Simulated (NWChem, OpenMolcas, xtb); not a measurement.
## How methods differ on SiNHF3 (SMILES [NH][Si](F)(F)F)

The species is SiNHF3 (6 atoms), meant as a doublet with charge 0. As SMILES, `[NH][Si](F)(F)F`. The shape is that of a PBE0-D4/def2-TZVP optimisation.

```tsv
atom	x (Å)	y (Å)	z (Å)
N	-0.9745	0.6046	0.7139
Si	0.1936	-0.0896	-0.3461
F	-0.0871	0.3876	-1.8126
F	0.1231	-1.6614	-0.3302
F	1.6523	0.3596	0.0356
H	-0.8653	0.3354	1.6932
```

Quantity: the energy change with the Si2–F3 bond stretched from 1.568 to 2.821 Å, in eV. The values are calculated.

```
                                 level                   kind     program  value (eV)  less CCSD(T)/6-31G*  CPU time (all runs)
                              GFN2-xTB         semi-empirical         xtb        3.25                -2.48            under 2 s
      UHF/6-31G* (spherical functions)           Hartree–Fock      NWChem        5.32                -0.41                 76 s
   USVWN5/6-31G* (spherical functions)                    LDA      NWChem        5.45                -0.28              2.5 min
 U-revPBE/6-31G* (spherical functions)                    GGA  OpenMolcas        4.92                -0.81                 67 s
 U-r2SCAN/6-31G* (spherical functions)               meta-GGA  OpenMolcas        5.64                -0.09                 85 s
   UB3LYP/6-31G* (spherical functions)          global hybrid  OpenMolcas        5.53                -0.20                 69 s
   UB3LYP/6-31G* (Cartesian functions)          global hybrid  OpenMolcas        5.55                -0.18                 77 s
     UMP2/6-31G* (spherical functions)    perturbation theory      NWChem        6.70                +0.97                 99 s
ROCCSD(T)/6-31G* (spherical functions)  coupled cluster or CI  OpenMolcas        5.73                 0.00                2 min
```

Differences are taken from ROCCSD(T)/6-31G* (spherical functions) for orientation; it has basis-set and higher-order errors of its own. At this stretch a single reference begins to fail. The first shape isn't each level's own minimum. The values span 3.25 to 6.70 eV. Spin contamination of the reference (⟨S²⟩ at least 0.1 too high) touches UHF/6-31G*, UB3LYP/6-31G*, UB3LYP/6-31G*, UMP2/6-31G*. Times are those of the runs behind each value, whatever else they computed, on shared processors of several kinds: orders of magnitude only.

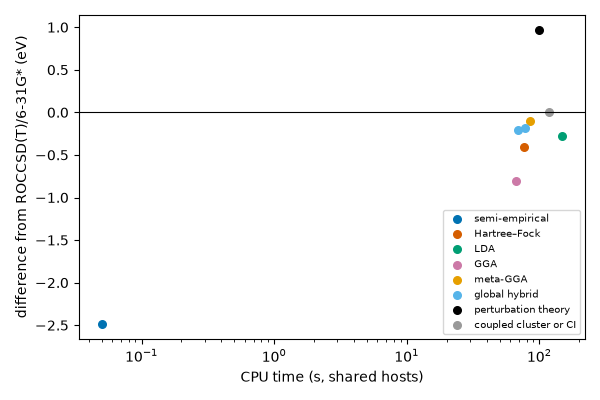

Difference from ROCCSD(T)/6-31G* against processor time, one point a level.
